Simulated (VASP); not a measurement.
Band structure of AlN (space group P6_3mc). Computed with PBE GGA, VASP's PBE PAW potentials (set 64) (plane waves; VASP 6.6.1).

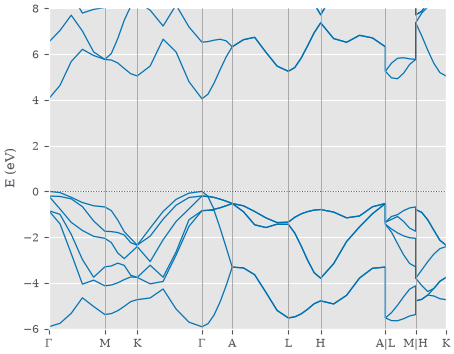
Figure. Bands along high-symmetry lines, zero at the valence-band maximum or, without a gap, the Fermi level

Q: Read the plot: is there a gap, and where are the band edges?

A: The gap is direct, 4.05 eV, from the valence maximum at Γ to the conduction minimum at Γ.

The structure comes from a computed database's AlN entry (P6_3mc); how it stands against other phases isn't given here. The cell was not relaxed at this level.
